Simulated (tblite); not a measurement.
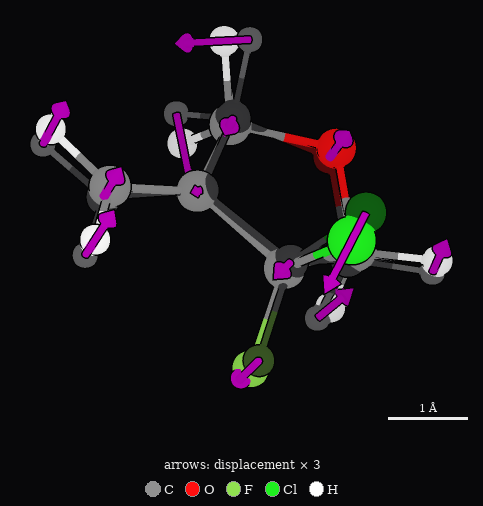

A relaxation of C₅H₆ClFO. The starting structure is drawn faded, the final one solid; purple arrows show the displacements, 3 times their true length. The two geometries are superimposed by the best rigid fit.

The picture is a ball-and-stick view, seen from a free direction.

Level of theory: GFN2-xTB geometry optimisation, gas phase in tblite. 

What happened in the run?

Answer. After 65 geometry steps the energy has fallen by 0.180 eV. The atom that moves furthest after the best rigid fit is an H atom (0.44 Å). By element the largest moves are H 0.44 Å, Cl 0.41 Å, F 0.32 Å, O 0.25 Å, C 0.21 Å. Among the contacts that change: C–O 1.453 → 1.403 Å, C–C 1.357 → 1.320 Å, C–Cl 1.763 → 1.793 Å, C–C 1.478 → 1.505 Å. Bond angles that change, for instance: C–C–H 111.1° → 107.6°, O–C–H 108.1° → 111.5°, C–C–H 113.2° → 109.9°. Groups turn about C–C by about 25°, C–O by about 20°. The run took 0.68 s on 1 thread of Arm Neoverse N1, with other jobs on the host.
